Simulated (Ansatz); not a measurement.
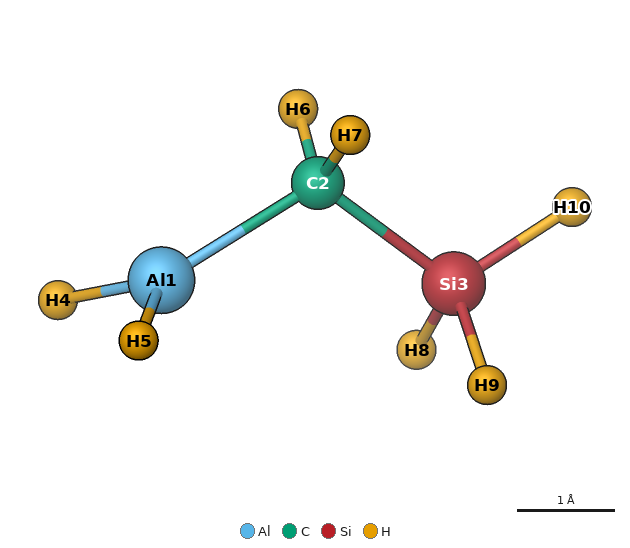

(Drawn from a calculation with Ansatz.)

Orthographic view. Depth is shown by fading: the farther an atom, the more it takes the colour of the background. The species has charge +1 and is a spin doublet. Geometry: the geometry of the neutral molecule.

Give the geometry as a Z-matrix, atoms in numerical order, with these reference atoms: 2 to 1; 3 to 2, 1; 4 to 1, 2, 3; 5 to 1, 4, 2; 6 to 2, 3, 1; 7 to 2, 6, 3; 8 to 3, 2, 7; 9 to 3, 8, 2; 10 to 3, 9, 8.

```
Al 
C    1   1.948
Si   2   1.866   1   113.8
H    1   1.587   2   119.9   3   -89.6
H    1   1.587   4   120.3   2  -179.3
H    2   1.096   3   107.7   1  -121.7
H    2   1.096   6   108.2   3   116.1
H    3   1.490   2   110.3   7  -179.0
H    3   1.490   8   107.4   2   120.3
H    3   1.489   9   107.9   8  -116.1
```
